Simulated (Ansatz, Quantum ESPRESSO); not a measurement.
## BaOs3 (Pm-3m): zone-centre phonons

Aim: the zone-centre modes of BaOs3 (Pm-3m).

Calculated with Quantum ESPRESSO 7.5; DFT LDA, scalar-relativistic, plane waves, JTH PAW pseudopotentials.

The structure was built from a prototype and need not be the compound's stable phase.

**1. The starting structure**

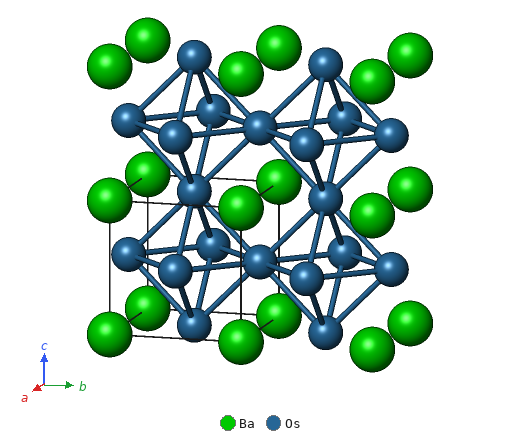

The cell as given, slightly off an axis (barium green, osmium blue). 1×2×2 cells are drawn. Some periodic images of atoms are drawn too.

**2. A probe with smearing**

Before anything dear is run, a loose run with smearing shows whether this is a metal and how far the cell is from rest.

probe.in reads:

```
&control
   calculation = 'scf'
   prefix = 'x'
   outdir = './tmp'
   pseudo_dir = './pseudo'
   tprnfor = .true.
   tstress = .true.
   verbosity = 'high'
/
&system
   ibrav = 1
   celldm(1) = 8.80302771
   nat = 4
   ntyp = 2
   ecutwfc = 40.0
   ecutrho = 200.0
   occupations = 'smearing'
   smearing = 'gaussian'
   degauss = 0.01
/
&electrons
   conv_thr = 1.0d-07
   mixing_beta = 0.7
   electron_maxstep = 100
/
ATOMIC_SPECIES
 Ba    137.3270  Ba.upf
 Os    190.2300  Os.upf
ATOMIC_POSITIONS crystal
 Ba     0.000000000   0.000000000   0.000000000
 Os     0.000000000   0.500000000   0.500000000
 Os     0.500000000   0.000000000   0.500000000
 Os     0.500000000   0.500000000   0.000000000
K_POINTS automatic
 4 4 4 0 0 0
```

The run is started by

```bash
$ OMP_NUM_THREADS=1 mpirun -n 4 pw.x -nk 4 -in probe.in > probe.out
```

Log:

```text
[banners, grids, parts of the stress and lines that vanish by symmetry left out]
Program PWSCF v.7.5
     file Ba.upf: wavefunction(s)  5S 6S 5P 0P 5D 0D renormalized
     file Os.upf: wavefunction(s)  6S 0S 0P 0P 5D 0D renormalized
[...]
kinetic-energy cutoff     =      40.0000  Ry
     charge density cutoff     =     200.0000  Ry
     scf convergence threshold =      1.0E-07
[...]
Exchange-correlation= SLA PW NOGX NOGC
                           (   1   4   0   0   0   0   0)
[...]
48 Sym. Ops., with inversion, found
[...]
(     0          1          0      )
                  (     0          0          1      )
[...]
(  0.0000000  1.0000000  0.0000000 )
                  (  0.0000000  0.0000000  1.0000000 )
[...]
(     0         -1          0      )
[...]
(     1          0          0      )
[...]
( -1.0000000  0.0000000  0.0000000 )
                  (  0.0000000  1.0000000  0.0000000 )
[...]
number of k points=    10  Gaussian smearing, width (Ry)=  0.0100
[...]
End of self-consistent calculation
[...]
the Fermi energy is     9.5238 ev
!    total energy              =   -2457.26403092 Ry
[...]
convergence has been achieved in  15 iterations
[...]
atom    1 type  1   force =     0.00000000    0.00000000    0.00000000
     atom    2 type  2   force =     0.00000000    0.00000000    0.00000000
     atom    3 type  2   force =     0.00000000    0.00000000    0.00000000
     atom    4 type  2   force =     0.00000000    0.00000000    0.00000000
[...]
Total force =     0.000000     Total SCF correction =     0.000000
[...]
total   stress  (Ry/bohr**3)                   (kbar)     P=     -271.64
[...]
XML data file, charge density, pseudopotentials, collected wavefunctions

   JOB DONE.
```

Run time: 9.1 s. Hardware: 4 MPI ranks of Arm Neoverse V1, shared host; 36 s of CPU time.

This step gave:

```
volume per atom   : 25.27 Å³
pressure          : -27.16 GPa
gap on the k-mesh : 0 eV
```

No gap opens on this mesh, so smearing is kept; the start stands at -27 GPa.

**3. Relaxation**

The relaxation runs at a cutoff a fifth above that of the response, since stress converges more slowly with the basis than frequencies do. Forces and stress are brought to rest with tight thresholds.

relax.in reads:

```
&control
   calculation = 'vc-relax'
   prefix = 'x'
   outdir = './tmp'
   pseudo_dir = './pseudo'
   tprnfor = .true.
   tstress = .true.
   forc_conv_thr = 2.0d-05
   etot_conv_thr = 1.0d-07
   nstep = 40
/
&system
   ibrav = 1
   celldm(1) = 8.80302771
   nat = 4
   ntyp = 2
   ecutwfc = 48
   ecutrho = 240.0
   occupations = 'smearing'
   smearing = 'mv'
   degauss = 0.02
/
&electrons
   conv_thr = 1.0d-11
   mixing_beta = 0.7
   electron_maxstep = 100
/
&ions
/
&cell
   press_conv_thr = 0.2
/
ATOMIC_SPECIES
 Ba    137.3270  Ba.upf
 Os    190.2300  Os.upf
ATOMIC_POSITIONS crystal
 Ba     0.000000000   0.000000000   0.000000000
 Os     0.000000000   0.500000000   0.500000000
 Os     0.500000000   0.000000000   0.500000000
 Os     0.500000000   0.500000000   0.000000000
K_POINTS automatic
 8 8 8 0 0 0
```

The run is started by

```bash
$ OMP_NUM_THREADS=1 mpirun -n 4 pw.x -nk 4 -in relax.in > relax.out
```

Log:

```text
[banners, grids, parts of the stress and lines that vanish by symmetry left out]
[banner, memory and clock lines left out]
Program PWSCF v.7.5

[...]
kinetic-energy cutoff     =      48.0000  Ry
     charge density cutoff     =     240.0000  Ry
     scf convergence threshold =      1.0E-11
[...]
energy convergence thresh.=      1.0E-07
     force convergence thresh. =      2.0E-05
     press convergence thresh. =      2.0E-01
     Exchange-correlation= SLA PW NOGX NOGC
                           (   1   4   0   0   0   0   0)
[...]
48 Sym. Ops., with inversion, found
[...]
number of k points=    35  Marzari-Vanderbilt smearing, width (Ry)=  0.0200
[...]
End of self-consistent calculation
[...]
the Fermi energy is     9.4655 ev
!    total energy              =   -2457.25992389 Ry
[...]
convergence has been achieved in  20 iterations
[...]
atom    1 type  1   force =     0.00000000    0.00000000    0.00000000
     atom    2 type  2   force =     0.00000000    0.00000000    0.00000000
     atom    3 type  2   force =     0.00000000    0.00000000    0.00000000
     atom    4 type  2   force =     0.00000000    0.00000000    0.00000000
     Total force =     0.000000     Total SCF correction =     0.000000
[...]
total   stress  (Ry/bohr**3)                   (kbar)     P=     -270.60
[...]
number of bfgs steps    =   0
[...]
CELL_PARAMETERS (alat=  8.80302771)
[...]
ATOMIC_POSITIONS (crystal)
Ba               0.0000000000        0.0000000000        0.0000000000
Os               0.0000000000        0.5000000000        0.5000000000
Os               0.5000000000        0.0000000000        0.5000000000
Os               0.5000000000        0.5000000000        0.0000000000
[...]
New effective cutoffs (rho, wfc):  263.08   52.74
[...]
End of self-consistent calculation
[...]
the Fermi energy is    11.6133 ev
!    total energy              =   -2457.41664911 Ry
[...]
convergence has been achieved in  15 iterations
[...]
atom    1 type  1   force =     0.00000000    0.00000000    0.00000000
     atom    2 type  2   force =     0.00000000    0.00000000    0.00000000
     atom    3 type  2   force =     0.00000000    0.00000000    0.00000000
     atom    4 type  2   force =     0.00000000    0.00000000    0.00000000
     Total force =     0.000000     Total SCF correction =     0.000000
[...]
total   stress  (Ry/bohr**3)                   (kbar)     P=     -232.37
[...]
number of bfgs steps    =   1
[...]
CELL_PARAMETERS (alat=  8.80302771)
[...]
ATOMIC_POSITIONS (crystal)
[...]
New effective cutoffs (rho, wfc):  305.69   61.28
[...]
End of self-consistent calculation
[...]
the Fermi energy is    15.8672 ev
!    total energy              =   -2457.53426116 Ry
[...]
convergence has been achieved in  20 iterations
[...]
atom    1 type  1   force =     0.00000000    0.00000000    0.00000000
     atom    2 type  2   force =     0.00000000    0.00000000    0.00000000
     atom    3 type  2   force =     0.00000000    0.00000000    0.00000000
     atom    4 type  2   force =     0.00000000    0.00000000    0.00000000
     Total force =     0.000000     Total SCF correction =     0.000000
[...]
total   stress  (Ry/bohr**3)                   (kbar)     P=       -2.81
[...]
number of bfgs steps    =   2
[...]
CELL_PARAMETERS (alat=  8.80302771)
[...]
ATOMIC_POSITIONS (crystal)
[...]
New effective cutoffs (rho, wfc):  306.19   61.38
[...]
End of self-consistent calculation
[...]
the Fermi energy is    15.9203 ev
!    total energy              =   -2457.53426636 Ry
[...]
convergence has been achieved in  15 iterations
[...]
atom    1 type  1   force =     0.00000000    0.00000000    0.00000000
     atom    2 type  2   force =     0.00000000    0.00000000    0.00000000
[...]
Total force =     0.000000     Total SCF correction =     0.000000
[...]
total   stress  (Ry/bohr**3)                   (kbar)     P=        1.51
[...]
number of bfgs steps    =   3
[...]
CELL_PARAMETERS (alat=  8.80302771)
[...]
ATOMIC_POSITIONS (crystal)
[...]
New effective cutoffs (rho, wfc):  306.01   61.35
[...]
End of self-consistent calculation
[...]
the Fermi energy is    15.9018 ev
!    total energy              =   -2457.53426843 Ry
[...]
convergence has been achieved in   8 iterations
[...]
Total force =     0.000000     Total SCF correction =     0.000000
[...]
total   stress  (Ry/bohr**3)                   (kbar)     P=       -0.00
[...]
number of bfgs steps    =   4
[...]
small trust_radius: resetting bfgs history
[...]
CELL_PARAMETERS (alat=  8.80302771)
[...]
ATOMIC_POSITIONS (crystal)
[...]
New effective cutoffs (rho, wfc):  306.01   61.35
[...]
End of self-consistent calculation
[...]
the Fermi energy is    15.9018 ev
!    total energy              =   -2457.53426843 Ry
[...]
convergence has been achieved in   4 iterations
[...]
atom    1 type  1   force =     0.00000000    0.00000000    0.00000000
     atom    2 type  2   force =     0.00000000    0.00000000    0.00000000
     atom    3 type  2   force =     0.00000000    0.00000000    0.00000000
     atom    4 type  2   force =     0.00000000    0.00000000    0.00000000
     Total force =     0.000000     Total SCF correction =     0.000000
[...]
total   stress  (Ry/bohr**3)                   (kbar)     P=       -0.00
[...]
bfgs converged in   6 scf cycles and   5 bfgs steps
[...]
End of BFGS Geometry Optimization
     Final enthalpy           =   -2457.5342684257 Ry
     File ./tmp/x.bfgs deleted, as requested
[...]
CELL_PARAMETERS (alat=  8.80302771)
[...]
ATOMIC_POSITIONS (crystal)
[...]
Os               0.5000000000        0.0000000000        0.5000000000
Os               0.5000000000        0.5000000000        0.0000000000
[...]
Final scf calculation at the relaxed structure.
[...]
kinetic-energy cutoff     =      48.0000  Ry
     charge density cutoff     =     240.0000  Ry
     scf convergence threshold =      1.0E-13
[...]
press convergence thresh. =      2.0E-01
     Exchange-correlation= SLA PW NOGX NOGC
                           (   1   4   0   0   0   0   0)
[...]
48 Sym. Ops., with inversion, found
[...]
number of k points=    35  Marzari-Vanderbilt smearing, width (Ry)=  0.0200
[...]
c_bands:  1 eigenvalues not converged
[...]
End of self-consistent calculation
[...]
the Fermi energy is    15.9019 ev
!    total energy              =   -2457.53413024 Ry
[...]
convergence has been achieved in  18 iterations
[...]
atom    1 type  1   force =     0.00000000    0.00000000    0.00000000
     atom    2 type  2   force =     0.00000000    0.00000000    0.00000000
     atom    3 type  2   force =     0.00000000    0.00000000    0.00000000
     atom    4 type  2   force =     0.00000000    0.00000000    0.00000000
     Total force =     0.000000     Total SCF correction =     0.000000
[...]
total   stress  (Ry/bohr**3)                   (kbar)     P=        0.03
[...]
XML data file, charge density, pseudopotentials, collected wavefunctions
```

Wall time 2.7 min (4 MPI ranks); 11 min of CPU time.

Relaxation path:

```csv
step,energy less that of the first step (eV),largest force (eV/Å),pressure (GPa),volume (Å³)
1,0.0000,0.0000,-27.06,101.09
2,-2.1324,0.0000,-23.24,87.77
3,-3.7325,0.0000,-0.28,70.08
4,-3.7326,0.0000,0.15,69.90
5,-3.7326,0.0000,0.00,69.96
6,-3.7326,0.0000,0.00,69.96
7,-3.7308,0.0000,0.00,69.96
```

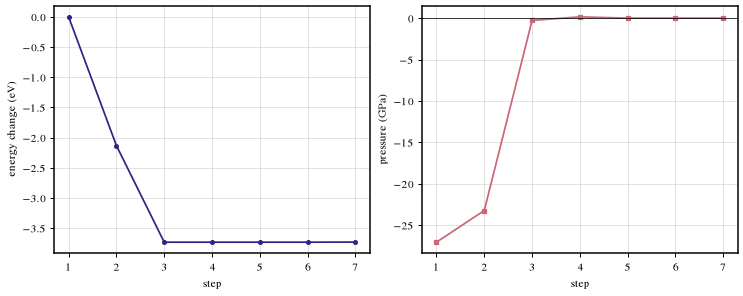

Energy and pressure along the relaxation.

```csv
"conventional cell, symmetrised",before,after,change
a (Å),4.658,4.121,-11.5 %
b (Å),4.658,4.121,-11.5 %
c (Å),4.658,4.121,-11.5 %
volume (Å³/atom),25.27,17.49,-30.8 %
```

Final coordinates:

```cif
data_structure
_symmetry_space_group_name_H-M 'P 1'
_symmetry_Int_Tables_number 1
_cell_length_a 4.1206
_cell_length_b 4.1206
_cell_length_c 4.1206
_cell_angle_alpha 90.000
_cell_angle_beta 90.000
_cell_angle_gamma 90.000
_cell_volume 69.96
loop_
_atom_site_label
_atom_site_type_symbol
_atom_site_fract_x
_atom_site_fract_y
_atom_site_fract_z
_atom_site_occupancy
Ba1 Ba 0.00000 0.00000 0.00000 1
Os2 Os 0.00000 0.50000 0.50000 1
Os3 Os 0.50000 0.00000 0.50000 1
Os4 Os 0.50000 0.50000 0.00000 1
```

The last row of the table of steps is pw.x's closing run on a basis chosen anew for the final cell, so its energy can jump.

This step gave:

```
volume per atom : 17.49 Å³
pressure        : 0.003000 GPa
```

The volume changes by -30.8 % from the cell with which this run began.

**4. Self-consistent run for the response**

The response is built on this ground state, so it is converged far tighter than an energy would need. Smearing stays on, as the first look found no gap above 0.3 eV.

scf.in reads:

```
&control
   calculation = 'scf'
   prefix = 'x'
   outdir = './tmp'
   pseudo_dir = './pseudo'
   tprnfor = .true.
   tstress = .true.
/
&system
   ibrav = 1
   celldm(1) = 7.78677255
   nat = 4
   ntyp = 2
   ecutwfc = 40.0
   ecutrho = 200.0
   occupations = 'smearing'
   smearing = 'mv'
   degauss = 0.02
/
&electrons
   conv_thr = 1.0d-12
   mixing_beta = 0.7
   electron_maxstep = 100
/
ATOMIC_SPECIES
 Ba    137.3270  Ba.upf
 Os    190.2300  Os.upf
ATOMIC_POSITIONS crystal
 Ba     0.000000000   0.000000000   0.000000000
 Os     0.000000000   0.500000000   0.500000000
 Os     0.500000000   0.000000000   0.500000000
 Os     0.500000000   0.500000000   0.000000000
K_POINTS automatic
 8 8 8 0 0 0
```

The run is started by

```bash
$ OMP_NUM_THREADS=1 mpirun -n 4 pw.x -nk 4 -in scf.in > scf.out
```

Log:

```text
[banners, grids, parts of the stress and lines that vanish by symmetry left out]
[banner, memory and clock lines left out]
Program PWSCF v.7.5

[...]
kinetic-energy cutoff     =      40.0000  Ry
     charge density cutoff     =     200.0000  Ry
     scf convergence threshold =      1.0E-12
[...]
Exchange-correlation= SLA PW NOGX NOGC
                           (   1   4   0   0   0   0   0)
[...]
48 Sym. Ops., with inversion, found
[...]
number of k points=    35  Marzari-Vanderbilt smearing, width (Ry)=  0.0200
[...]
End of self-consistent calculation
[...]
the Fermi energy is    15.9020 ev
!    total energy              =   -2457.53384343 Ry
[...]
convergence has been achieved in  20 iterations
[...]
atom    1 type  1   force =     0.00000000    0.00000000    0.00000000
     atom    2 type  2   force =     0.00000000    0.00000000    0.00000000
     atom    3 type  2   force =     0.00000000    0.00000000    0.00000000
     atom    4 type  2   force =     0.00000000    0.00000000    0.00000000
     Total force =     0.000000     Total SCF correction =     0.000000
[...]
total   stress  (Ry/bohr**3)                   (kbar)     P=       -0.51
[...]
XML data file, charge density, pseudopotentials, collected wavefunctions
```

The job ended after 16 s (4 MPI ranks).

This step gave:

```
pressure : -0.05100 GPa
```

The cell stands at -0.051 GPa, close enough for phonons.

(Continued in part 2 of 3.)

[Host names and launcher messages were left out of these logs when they were recorded.]

[Logs are printed without paths, hosts, clocks, repeated set-up lines and the standing remarks that a program may print on its own settings, such as how far it seeks lower states.]

[Hosts, paths, dates, database ids (printed as entryN), source tags and the programs' standing remarks are cut or masked in the printed files.]
